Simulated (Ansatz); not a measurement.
# GeSO (singlet): correlated methods under varied settings at a displaced geometry (v2)

Aim: run GeSO (singlet) at one geometry under a spread of methods and options, and see what each costs and gives.

Program: Ansatz 0.2.0, Gaussian basis. Level of theory: the settings change from run to run. These are calculated values, not measurements.

20 further runs of the same task are left out: 4 for a known fault of the program, 6 that didn't finish, 10 set aside as unsound or not needed.

## (1) The geometry

The geometry is a PBE0/def2-TZVP stationary point (not a proven minimum) with its atoms shifted at random (size 0.100 Å). No spin-orbit coupling is included. The filled d shell of Ge may be among the frozen orbitals whatever the setting's name suggests; the logs give the count.

3 atoms, charge 0, spin multiplicity 1.

Atoms are counted from 1 here; the program's logs count them from 0.

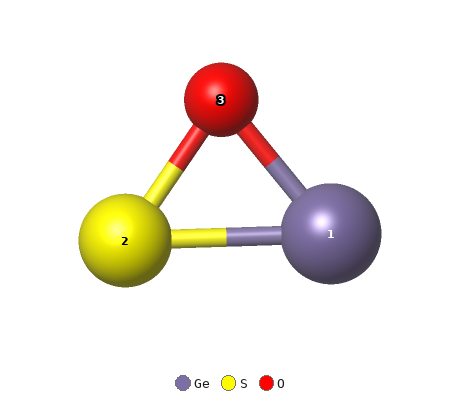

The geometry (germanium purple, sulfur yellow, oxygen red); atoms are numbered from 1 in the order of the file.

## (2) HF/6-31G*

The input, in.yaml:

```yaml
crystal:
  periodic: [false, false, false]
  atoms:
    - {symbol: Ge, position_ang: [0.055497, 0.115135, 0.736471]}
    - {symbol: S, position_ang: [-0.109377, 0.342577, -1.411135]}
    - {symbol: O, position_ang: [-0.032757, -1.209303, -0.515594]}
basis:
  gaussian: {orbitals: "6-31G*", fitting: {mean_field: def2-universal-jkfit}}
magnetization: {spin_polarized: false}
hamiltonian: {xc: hf}
scf: {lower_state_search: off}
output: {forces: true, orbitals: {seedname: orbitals}}
```

On the command line:

```
ansatz run in.yaml --threads 1 --pin off --events-out ev --progress --plain --max-ram 2393MiB
```

The program printed:

```text
Functional definition: HF
  name "HF"
  cite "Fock, Z. Phys. 61, 126 (1930) doi:10.1007/BF01340294"
  parent pbe
  exchange = exact_x
  correlation = 0
these checks for a lower state are left out or cut short: stability, starts, cluster_reference, orbital_swaps, neighbouring_geometries, increment
471 factors; integrals over basis functions are off by at most 7.7e-2 eV
mean field evaluation 1: about -69316.2811 eV, gradient 3.2e1 eV
mean field evaluation 2: about -69317.0249 eV, gradient 3.0e1 eV
mean field evaluation 4: about -69318.7421 eV, gradient 1.1e0 eV
mean field evaluation 8: about -69318.7517 eV, gradient 1.4e-6 eV
mean field -69318.75170683 eV, -2547.4171392887 hartree, gradient 1.4e-6 eV, S^2 0.000000; 0 other end points of the search recorded, 0 dependent functions left out
the calculation of the forces begins
reference -69318.75170683 eV, -2547.4171392887 hartree; 28, 28 occupied and 41, 41 virtual orbitals, 471 factors
Total energy: -69318.75170683 eV, -2547.4171392887 hartree
Atom 0 at     0.055497     0.115135     0.736471 Å, force    -0.011785    -0.759697    -0.208494 eV/Å
Atom 1 at    -0.109377     0.342577    -1.411135 Å, force    -0.005392    -0.562142    -0.110596 eV/Å
Atom 2 at    -0.032757    -1.209303    -0.515594 Å, force     0.017176     1.321840     0.319090 eV/Å
Dipole moment:     0.045646     0.430463     0.629543 e Å
Checks for a lower state left out: stability, starts, cluster_reference, orbital_swaps, neighbouring_geometries, increment
```

Run time: 0.3 s. Hardware: 1 thread of Intel Xeon 6975P-C, shared host.

## (3) BCCD(T)/cc-pVDZ

The input, in.yaml:

```yaml
crystal:
  periodic: [false, false, false]
  atoms:
    - {symbol: Ge, position_ang: [0.055497, 0.115135, 0.736471]}
    - {symbol: S, position_ang: [-0.109377, 0.342577, -1.411135]}
    - {symbol: O, position_ang: [-0.032757, -1.209303, -0.515594]}
basis:
  gaussian: {orbitals: cc-pVDZ, point_charges: [{charge: 0.50, position_ang: [4.688, -0.588, 0.220]}]}
magnetization: {spin_polarized: true, initial_magnetization: 0}
hamiltonian: {xc: {name: r2SCAN}}
correlation: {method: bccd_t, electrons: outside_noble_gas}
scf: {lower_state_search: full}
```

Launched as before.

The program printed, cut to the lines that bear on the results:

```text
Functional definition: r2SCAN
  name "r2SCAN"
  cite "Furness, Kaplan, Ning, Perdew & Sun, J. Phys. Chem. Lett. 11, 8208 (2020) doi:10.1021/acs.jpclett.0c02405"
  cite "Furness, Kaplan, Ning, Perdew & Sun, J. Phys. Chem. Lett. 11, 9248 (2020) doi:10.1021/acs.jpclett.0c03077"
  parent r2scan
[...]
649 factors; integrals over basis functions are off by at most 6.1e-4 eV
[...]
mean field -69397.14296408 eV, -2550.2979648571 hartree, gradient 2.8e-6 eV, S^2 0.000000; 0 other end points of the search recorded, 0 dependent functions left out
20 core orbitals not correlated: weight in the atoms' cores, before any rotation towards them, 0.994 or more for the frozen orbitals, at most 0.007 for the correlated occupied ones
reference -69325.33946813 eV, -2547.6592350510 hartree; 8, 8 occupied and 31, 31 virtual orbitals, 649 factors
second order -11.67959770 eV of doubles, -0.51119562 eV of singles
cycle   1  -11.05275137 eV  change     1.1e0 eV  update   1.7e-1
[...]
cycle  13  -11.77373441 eV  change    1.1e-5 eV  update   9.5e-6
perturbative correction -0.52669718 eV, -0.0193557645 hartree
Total energy: -69337.63989973 eV, -2548.1112675745 hartree
```

It took 4.7 s on 1 thread of Intel Xeon 6975P-C, shared host.

From the report: ⟨S²⟩ of the determinant 0.000 (pure singlet: 0.00); correlation -12.3004 eV; largest double amplitude 0.07.

## (4) HF/cc-pVDZ

The input, in.yaml:

```yaml
crystal:
  periodic: [false, false, false]
  atoms:
    - {symbol: Ge, position_ang: [0.055497, 0.115135, 0.736471]}
    - {symbol: S, position_ang: [-0.109377, 0.342577, -1.411135]}
    - {symbol: O, position_ang: [-0.032757, -1.209303, -0.515594]}
basis:
  gaussian: {orbitals: cc-pVDZ}
magnetization: {spin_polarized: false}
hamiltonian: {xc: hf}
output: {forces: true, orbitals: {seedname: orbitals}}
```

The command is unchanged.

The program printed, cut to the lines that bear on the results:

```text
Functional definition: HF
  name "HF"
  cite "Fock, Z. Phys. 61, 126 (1930) doi:10.1007/BF01340294"
  parent pbe
[...]
649 factors; integrals over basis functions are off by at most 7.6e-4 eV
[...]
mean field -69326.30015516 eV, -2547.6945396481 hartree, gradient 2.8e-5 eV, S^2 0.000000; 0 other end points of the search recorded, 0 dependent functions left out
[...]
reference -69326.30015516 eV, -2547.6945396481 hartree; 28, 28 occupied and 31, 31 virtual orbitals, 649 factors
Total energy: -69326.30015516 eV, -2547.6945396481 hartree
Atom 0 at     0.055497     0.115135     0.736471 Å, force     0.005079    -0.546808     0.027900 eV/Å
Atom 1 at    -0.109377     0.342577    -1.411135 Å, force    -0.021065    -0.290970    -0.297070 eV/Å
Atom 2 at    -0.032757    -1.209303    -0.515594 Å, force     0.015986     0.837778     0.269170 eV/Å
Dipole moment:     0.045250     0.425037     0.623966 e Å
```

Wall time 0.81 s (1 thread of Intel Xeon 6975P-C, shared host).

## (5) CCSD/cc-pVDZ

in.yaml, as its differences from that of step 4:

```diff
@@ -8,4 +8,5 @@
   gaussian: {orbitals: cc-pVDZ}
-magnetization: {spin_polarized: false}
-hamiltonian: {xc: hf}
-output: {forces: true, orbitals: {seedname: orbitals}}
+magnetization: {spin_polarized: true, initial_magnetization: 0}
+hamiltonian: {xc: {name: B3LYP}}
+correlation: {method: ccsd, electrons: outside_noble_gas}
+accuracy: high
```

Launched as before.

The program printed, cut to the lines that bear on the results:

```text
Functional definition: B3LYP
  name "B3LYP"
  cite "Stephens, Devlin, Chabalowski & Frisch, J. Phys. Chem. 98, 11623 (1994) doi:10.1021/j100096a001"
  cite "Becke, Phys. Rev. A 38, 3098 (1988) doi:10.1103/PhysRevA.38.3098"
  cite "Lee, Yang & Parr, Phys. Rev. B 37, 785 (1988) doi:10.1103/PhysRevB.37.785"
  cite "Vosko, Wilk & Nusair, Can. J. Phys. 58, 1200 (1980) doi:10.1139/p80-159"
[...]
1236 factors; integrals over basis functions are off by at most 4.4e-9 eV
[...]
mean field -69400.80378651 eV, -2550.4324976000 hartree, gradient 6.6e-9 eV, S^2 0.000000; 0 other end points of the search recorded, 0 dependent functions left out
20 core orbitals not correlated: weight in the atoms' cores, before any rotation towards them, 0.994 or more for the frozen orbitals, at most 0.006 for the correlated occupied ones
reference -69325.50273467 eV, -2547.6652349855 hartree; 8, 8 occupied and 31, 31 virtual orbitals, 1236 factors
second order -11.56776024 eV of doubles, -0.44191356 eV of singles
cycle   1  -10.94823692 eV  change     1.0e0 eV  update   1.6e-1
[...]
cycle  24  -11.65435856 eV  change  -2.1e-11 eV  update   1.2e-9
Total energy: -69337.15709322 eV, -2548.0935247628 hartree
```

Run time: 6.5 s. Hardware: 1 thread of Intel Xeon 6975P-C, shared host; peak memory 0.32 GiB.

From the report: ⟨S²⟩ of the determinant 0.000 (pure singlet: 0.00); correlation -11.6544 eV; T1 0.013; largest double amplitude 0.07. The orbitals are Kohn-Sham ones, so correlation energy and T1 don't compare with those on Hartree-Fock orbitals.

## (6) CASSCF(2,3)/cc-pVDZ

The input, in.yaml:

```yaml
crystal:
  periodic: [false, false, false]
  atoms:
    - {symbol: Ge, position_ang: [0.055497, 0.115135, 0.736471]}
    - {symbol: S, position_ang: [-0.109377, 0.342577, -1.411135]}
    - {symbol: O, position_ang: [-0.032757, -1.209303, -0.515594]}
basis:
  gaussian: {orbitals: cc-pVDZ}
correlation: {active_space: {window: {electrons: 2, orbitals: 3}, states: [{multiplicity: 1, weights: [1, 0.5]}, {multiplicity: 3, weights: [1]}], root: 1}}
scf: {lower_state_search: light}
output: {forces: true}
```

Launched as before.

The program printed, cut to the lines that bear on the results:

```text
Functional definition: HF
  name "HF"
  cite "Fock, Z. Phys. 61, 126 (1930) doi:10.1007/BF01340294"
  parent pbe
[...]
1161 factors; integrals over basis functions are off by at most 2.1e-7 eV
[...]
mean field -69326.30054395 eV, -2547.6945539358 hartree, gradient 2.5e-6 eV, S^2 0.000000; 1 other end points of the search recorded, 0 dependent functions left out
reference -69326.30054395 eV, -2547.6945539358 hartree; 28, 28 occupied and 31, 31 virtual orbitals, 1161 factors
state -69326.01270684 eV, -2547.6839761173 hartree
state -69323.13862491 eV, -2547.5783555544 hartree
state -69324.02197155 eV, -2547.6108179447 hartree
[...]
Total energy: -69323.13862491 eV, -2547.5783555544 hartree
Atom 0 at     0.055497     0.115135     0.736471 Å, force     0.482491    -0.269012     6.312906 eV/Å
Atom 1 at    -0.109377     0.342577    -1.411135 Å, force    -0.241829    -3.752044    -3.439547 eV/Å
Atom 2 at    -0.032757    -1.209303    -0.515594 Å, force    -0.240662     4.021056    -2.873360 eV/Å
Dipole moment:    -0.010883     0.426934    -0.112560 e Å
```

Wall time 6 s (1 thread of Intel Xeon 6975P-C, shared host).

From the report: 9 determinants; active occupations (of the averaged states) 1.38, 0.62, 0.01.

## (7) CASSCF(14,8)/cc-pVDZ

The input, in.yaml:

```yaml
crystal:
  periodic: [false, false, false]
  atoms:
    - {symbol: Ge, position_ang: [0.055497, 0.115135, 0.736471]}
    - {symbol: S, position_ang: [-0.109377, 0.342577, -1.411135]}
    - {symbol: O, position_ang: [-0.032757, -1.209303, -0.515594]}
basis:
  gaussian: {orbitals: cc-pVDZ}
correlation: {active_space: {window: {electrons: 14, orbitals: 8}}}
```

Launched as before.

The program printed:

```text
Functional definition: HF
  name "HF"
  cite "Fock, Z. Phys. 61, 126 (1930) doi:10.1007/BF01340294"
  parent pbe
  exchange = exact_x
  correlation = 0
649 factors; integrals over basis functions are off by at most 7.6e-4 eV
mean field evaluation 1: about -69323.6895 eV, gradient 3.1e1 eV
mean field evaluation 2: about -69323.8825 eV, gradient 3.2e1 eV
mean field evaluation 4: about -69326.2480 eV, gradient 3.0e0 eV
mean field evaluation 8: about -69326.2986 eV, gradient 3.5e-1 eV
mean field evaluation 16: about -69326.3002 eV, gradient 1.9e-6 eV
mean field -69326.30015516 eV, -2547.6945396481 hartree, gradient 1.9e-6 eV, S^2 0.000000; 1 other end points of the search recorded, 0 dependent functions left out
reference -69326.30015516 eV, -2547.6945396481 hartree; 28, 28 occupied and 31, 31 virtual orbitals, 649 factors
state -69327.23602883 eV, -2547.7289323712 hartree
Total energy: -69327.23602883 eV, -2547.7289323712 hartree
```

Run time: 2.6 s. Hardware: 1 thread of Intel Xeon 6975P-C, shared host.

From the report: 64 determinants; active occupations 2.00, 2.00, 2.00, 2.00, 2.00, 2.00, 1.94, 0.07.

## (8) CCSD(T) on RHF/aug-cc-pVDZ

in.yaml, as its differences from that of step 7:

```diff
@@ -7,3 +7,5 @@
 basis:
-  gaussian: {orbitals: cc-pVDZ}
-correlation: {active_space: {window: {electrons: 14, orbitals: 8}}}
+  gaussian: {orbitals: aug-cc-pVDZ, point_charges: [{charge: 1.00, position_ang: [3.507, 0.923, -0.280]}]}
+magnetization: {spin_polarized: false}
+correlation: {method: ccsd_t, electrons: valence}
+scf: {lower_state_search: full}
```

Same command.

The program printed, cut to the lines that bear on the results:

```text
Functional definition: HF
  name "HF"
  cite "Fock, Z. Phys. 61, 126 (1930) doi:10.1007/BF01340294"
  parent pbe
[...]
909 factors; integrals over basis functions are off by at most 6.9e-4 eV
[...]
mean field -69326.90907480 eV, -2547.7169170321 hartree, gradient 9.9e-6 eV, S^2 0.000000; 0 other end points of the search recorded, 0 dependent functions left out
15 core orbitals not correlated: weight in the atoms' cores, before any rotation towards them, 1.000 or more for the frozen orbitals, at most 0.000 for the correlated occupied ones
reference -69326.90907480 eV, -2547.7169170321 hartree; 13, 13 occupied and 58, 58 virtual orbitals, 909 factors
second order -12.12308277 eV of doubles, -0.00000000 eV of singles
cycle   1  -11.86379524 eV  change    2.6e-1 eV  update   1.4e-1
[...]
cycle  13  -12.49109952 eV  change   -4.1e-6 eV  update   1.8e-5
perturbative correction -0.62075760 eV, -0.0228124210 hartree
Total energy: -69340.02093191 eV, -2548.1987688936 hartree
```

Wall time 4.6 s (1 thread of Intel Xeon 6975P-C, shared host); peak memory 0.27 GiB.

From the report: correlation -13.1119 eV; T1 0.020; largest double amplitude 0.03.

## (9) BCCD(T)/cc-pVDZ

The input, in.yaml:

```yaml
crystal:
  periodic: [false, false, false]
  atoms:
    - {symbol: Ge, position_ang: [0.055497, 0.115135, 0.736471]}
    - {symbol: S, position_ang: [-0.109377, 0.342577, -1.411135]}
    - {symbol: O, position_ang: [-0.032757, -1.209303, -0.515594]}
basis:
  gaussian: {orbitals: cc-pVDZ}
magnetization: {spin_polarized: false}
hamiltonian: {xc: {name: PBE}}
correlation: {method: bccd_t, electrons: outside_noble_gas}
output: {forces: true}
```

The command is unchanged.

The program printed, cut to the lines that bear on the results:

```text
Functional definition: PBE
  name "PBE"
  cite "Perdew, Burke & Ernzerhof, Phys. Rev. Lett. 77, 3865 (1996) doi:10.1103/PhysRevLett.77.3865"
  parent pbe
[...]
649 factors; integrals over basis functions are off by at most 7.6e-4 eV
[...]
mean field -69384.22642398 eV, -2549.8232907635 hartree, gradient 3.3e-6 eV, S^2 0.000000; 2 other end points of the search recorded, 0 dependent functions left out
20 core orbitals not correlated: weight in the atoms' cores, before any rotation towards them, 0.994 or more for the frozen orbitals, at most 0.006 for the correlated occupied ones
reference -69325.08025663 eV, -2547.6497092040 hartree; 8, 8 occupied and 31, 31 virtual orbitals, 649 factors
second order -11.83047763 eV of doubles, -0.66632102 eV of singles
cycle   1  -11.18861454 eV  change     1.3e0 eV  update   1.7e-1
[...]
cycle  14  -11.95806296 eV  change    9.6e-7 eV  update   3.0e-6
perturbative correction -0.52311947 eV, -0.0192242861 hartree
[...]
Total energy: -69337.56143906 eV, -2548.1083841983 hartree
Atom 0 at     0.055497     0.115135     0.736471 Å, force     0.084578     0.103360     1.117280 eV/Å
Atom 1 at    -0.109377     0.342577    -1.411135 Å, force    -0.120800     1.103773    -1.507096 eV/Å
Atom 2 at    -0.032757    -1.209303    -0.515594 Å, force     0.036222    -1.207133     0.389816 eV/Å
Dipole moment:     0.034380     0.326144     0.474296 e Å
```

Wall time 3.8 s (1 thread of Intel Xeon 6975P-C, shared host).

From the report: correlation -12.4812 eV; largest double amplitude 0.07.

## (10) BCCD on RHF/def2-SVP

in.yaml, as its differences from that of step 9:

```diff
@@ -7,6 +7,6 @@
 basis:
-  gaussian: {orbitals: cc-pVDZ}
+  gaussian: {orbitals: def2-SVP}
 magnetization: {spin_polarized: false}
-hamiltonian: {xc: {name: PBE}}
-correlation: {method: bccd_t, electrons: outside_noble_gas}
+correlation: {method: bccd, electrons: valence}
+accuracy: high
 output: {forces: true}
```

Launched as before.

The program printed, cut to the lines that bear on the results:

```text
Functional definition: HF
  name "HF"
  cite "Fock, Z. Phys. 61, 126 (1930) doi:10.1007/BF01340294"
  parent pbe
[...]
1200 factors; integrals over basis functions are off by at most 4.2e-9 eV
[...]
mean field -69314.63432673 eV, -2547.2658283606 hartree, gradient 2.6e-8 eV, S^2 0.000000; 1 other end points of the search recorded, 0 dependent functions left out
15 core orbitals not correlated: weight in the atoms' cores, before any rotation towards them, 1.000 or more for the frozen orbitals, at most 0.000 for the correlated occupied ones
reference -69314.63432673 eV, -2547.2658283606 hartree; 13, 13 occupied and 36, 36 virtual orbitals, 1200 factors
second order -14.22165756 eV of doubles, -0.00000000 eV of singles
cycle   1  -13.72187181 eV  change    5.0e-1 eV  update   1.3e-1
[...]
cycle  26  -14.34597824 eV  change  -8.7e-10 eV  update   1.6e-9
[...]
Total energy: -69328.98030497 eV, -2547.7930333369 hartree
Atom 0 at     0.055497     0.115135     0.736471 Å, force     0.019851    -0.359842     0.235014 eV/Å
Atom 1 at    -0.109377     0.342577    -1.411135 Å, force    -0.058865     0.434637    -0.741709 eV/Å
Atom 2 at    -0.032757    -1.209303    -0.515594 Å, force     0.039014    -0.074795     0.506695 eV/Å
Dipole moment:     0.034012     0.380010     0.473285 e Å
```

It took 11 s on 1 thread of Intel Xeon 6975P-C, shared host; peak memory 0.34 GiB.

From the report: correlation -14.3460 eV; largest double amplitude 0.07.

## (11) The runs in one table

Where basis and cores are those of an earlier RCCSDT(Q)/cc-pVDZ run (-69338.0021 eV), and the state is the same kind, the miss against it is given.

```
                                                      level         correlated  functions  energy (eV)  from RCCSDT(Q) (meV)    time
                                                  HF/6-31G*                            69  -69318.7517                         0.3 s
BCCD(T)/cc-pVDZ (beside a point charge, on r2SCAN orbitals)  outside noble gas         59  -69337.6399                         4.7 s
                                                 HF/cc-pVDZ                            59  -69326.3002               11701.9  0.81 s
                           CCSD/cc-pVDZ (on B3LYP orbitals)  outside noble gas         59  -69337.1571                 845.0   6.5 s
         CASSCF(2,3)/cc-pVDZ (excited root 1 of an average)                            59  -69323.1386                           6 s
                                       CASSCF(14,8)/cc-pVDZ                            59  -69327.2360               10766.1   2.6 s
         CCSD(T) on RHF/aug-cc-pVDZ (beside a point charge)            valence         86  -69340.0209                         4.6 s
                          BCCD(T)/cc-pVDZ (on PBE orbitals)  outside noble gas         59  -69337.5614                 440.7   3.8 s
                                       BCCD on RHF/def2-SVP            valence         64  -69328.9803                          11 s
```

## (12) Outcome

| quantity | value |
| --- | --- |
| runs | 9 |
| quickest | HF/6-31G*, 0.3 s |
| slowest | BCCD on RHF/def2-SVP, 11 s |

**Reading.** Total energies in different bases, with other cores or another treatment of relativity can't be set against each other. BCCD on RHF/def2-SVP took 35 times as long as HF/6-31G*; the jobs differ in more than the method. Among the correlated runs with a miss given, it spans +441 to +845 meV. Hartree-Fock, CASSCF and CASCI lack dynamic correlation by design. Cores frozen from Kohn-Sham orbitals shift the total energy.
